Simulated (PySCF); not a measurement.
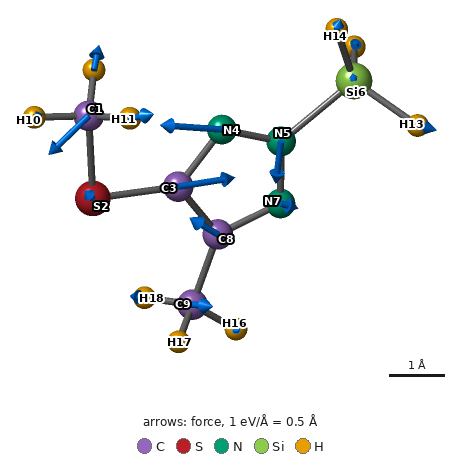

Starting geometry of C₄H₉N₃SSi with the computed forces as blue arrows. The picture is a ball-and-stick view, seen at a tilt.

The start comes from GFN2-xTB. Its atoms were then displaced at random by about 0.01 Å.

All numbers below come from PBE0-D3(BJ)/def2-SVP geometry optimisation, gas phase in PySCF 2.14.0, density-fitted response routines. 

Is this structure relaxed? If not, where do the atoms go?

It isn't relaxed: the largest force vector, on an N atom, is 2.69 eV/Å. The final displacements have little in common with the starting forces (cosine between the two patterns 0.25). The atom that moves furthest after the best rigid fit is an H atom (0.16 Å). By element the largest moves are H 0.16 Å, C 0.09 Å, N 0.06 Å, Si 0.04 Å, S 0.02 Å. Among the contacts that change: N–N 1.295 → 1.335 Å, N–Si 1.748 → 1.787 Å, H–Si 1.452 → 1.486 Å, C–H 1.065 → 1.098 Å. Among the angles between lasting bonds that change: H–C–H 113.1° → 109.2°, N–Si–H 102.5° → 106.0°, N–C–C 105.5° → 108.8°. After 8 geometry steps the energy has fallen by 5.29 kcal/mol.
